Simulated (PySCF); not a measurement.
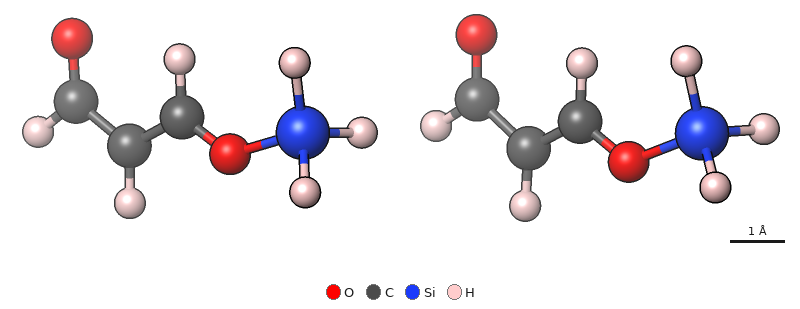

Two geometries of C$_{3}$H$_{6}$O$_{2}$Si, drawn at one scale. One is the start of a relaxation, the other its converged end. The picture is a ball-and-stick view, seen at a tilt.

Level of theory: PBE0-D3(BJ)/def2-SVP geometry optimisation, gas phase (PySCF). 

Q: Which of the two is the end point?

A: The right one is the relaxed one. The start comes from GFN2-xTB. Its atoms were then displaced at random by about 0.01 Å. The atom that moves furthest after the best rigid fit is an H atom (0.23 Å). By element the largest moves are H 0.23 Å, O 0.15 Å, C 0.09 Å, Si 0.02 Å. Near-neighbour distances that change, for instance: O–Si 1.646 → 1.691 Å, C–O 1.285 → 1.330 Å, C–C 1.383 → 1.346 Å, H–Si 1.456 → 1.492 Å. Among the angles between lasting bonds that change: C–O–Si 133.4° → 127.1°, O–Si–H 100.0° → 106.0°, H–Si–H 114.0° → 110.8°. Over 9 geometry steps the energy falls by 6.31 kcal/mol.
